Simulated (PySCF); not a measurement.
C₅H₆Cl₂Si (SMILES ClC(Cl)C1=CC=C[SiH2]1)

```xyz
14

Cl    2.6356    0.5051   -1.7019
C     2.0794   -0.2214   -0.1626
Cl    2.8661    0.6044    1.2175
C     0.6081   -0.1365   -0.0475
C    -0.1902   -1.2151    0.1139
C    -1.6399   -0.9625    0.2227
C    -2.0453    0.3234    0.1522
Si   -0.5149    1.3816   -0.0855
H     2.4474   -1.2552   -0.1570
H     0.1952   -2.2406    0.1656
H    -2.3253   -1.8071    0.3536
H    -3.0976    0.6063    0.2205
H    -0.4876    2.1052   -1.3895
H    -0.2613    2.3459    1.0237
```

Geometry: PBE0-D3(BJ)/def2-SVP.

These are results of CAM-B3LYP/def2-SVPD, SCF density, gas phase in PySCF 2.14.0, not measurements.

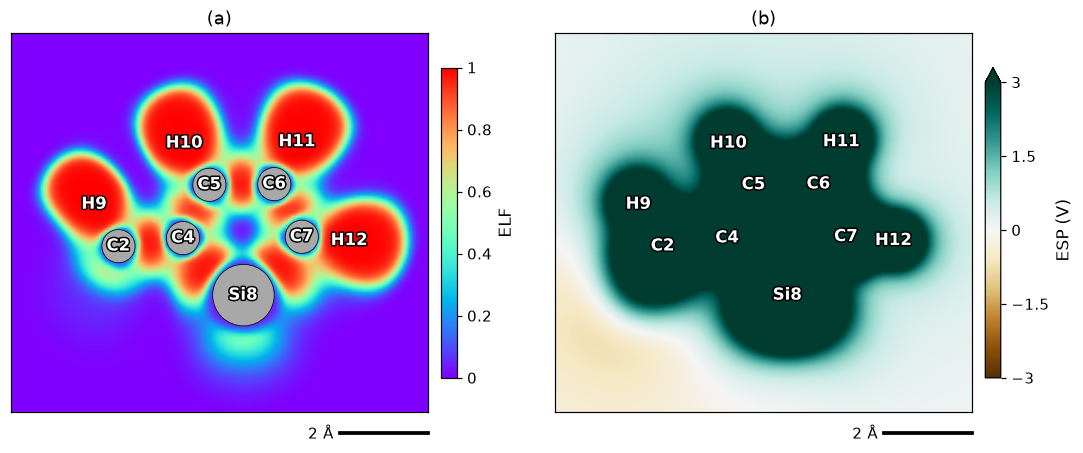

Figure 1. (a) electron localisation function; (b) electrostatic potential on the plane of atoms C7, C6 and H11. Grey discs cover the atomic cores in the ELF map.

> Read the bonding off the picture.

- Atoms in the plane: C, Si and H.
- C–C (1.35 Å): the ELF peaks at about 0.90 between the atoms, as expected for a covalent bond.
- C–Si (1.88 Å): the ELF peaks at about 0.95 between the atoms; localised, covalent bonding.
- C–H (1.09 Å): the ELF climbs to about 1 towards the hydrogen, as it does in any bond to H (an ordinary covalent bond to hydrogen).
- C–C (1.48 Å): the ELF peaks at about 0.95 between the atoms: localised, covalent bonding.
- Outside the dense part of the molecule the potential is most negative (−0.7 V) near Cl1, which lies off the plane.

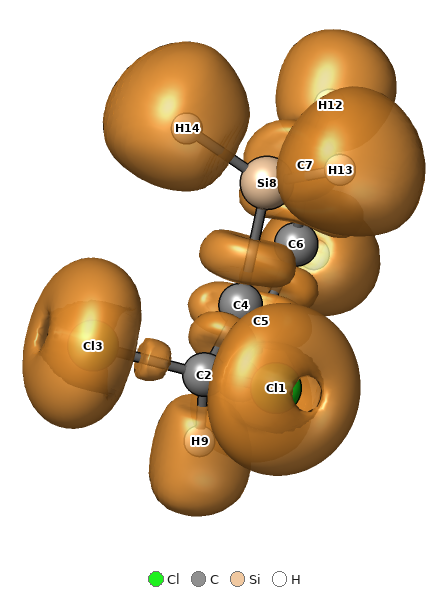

Figure 2. Isosurface of the electron localisation function at 0.8 (orange), seen at an oblique angle. Core shells and regions of very low density are left out.

> Describe the localisation domains.

The surface consists of four regions between bonded C–C atoms (shared pairs), two regions between bonded C–Cl atoms (shared pairs), two regions between bonded C–Si atoms (shared pairs), six regions around hydrogen nuclei and two rings or bowls of non-bonding electrons around Cl.


 C–Cl (1.79 Å): the ELF peaks at about 0.90 between the atoms: localised, covalent bonding.

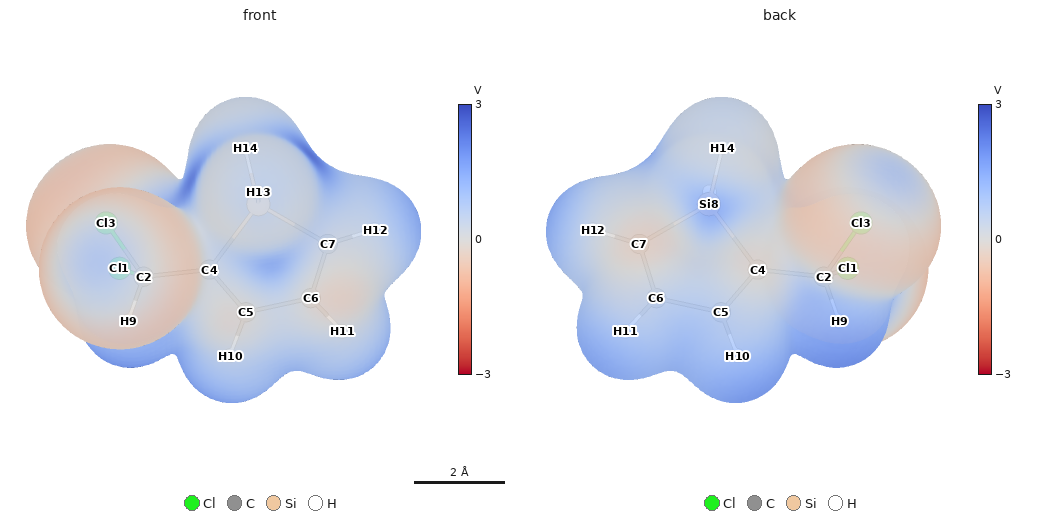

Figure 3. The molecular electrostatic potential painted on the density surface at 0.004 e/bohr³, seen from the front and from behind; the colour scale runs from red (negative) to blue (positive).

> Which sites attract a positive test charge, and which a negative one?

A positive charge is drawn to the negative regions and a negative charge to the positive ones. The most negative region (about −0.7 V, or −16 kcal/mol for a unit charge) lies over Cl1 and Cl3, the most positive (about +2.1 V, or +48 kcal/mol for a unit charge) over Si8. Cl1 shows a σ-hole: about +0.8 V, or +18 kcal/mol for a unit charge at the tip opposite its bond, against about −0.5 V, or −12 kcal/mol for a unit charge on its flanks. Cl3 shows a σ-hole: about +0.8 V, or +18 kcal/mol for a unit charge at the tip opposite its bond, against about −0.5 V, or −12 kcal/mol for a unit charge on its flanks.
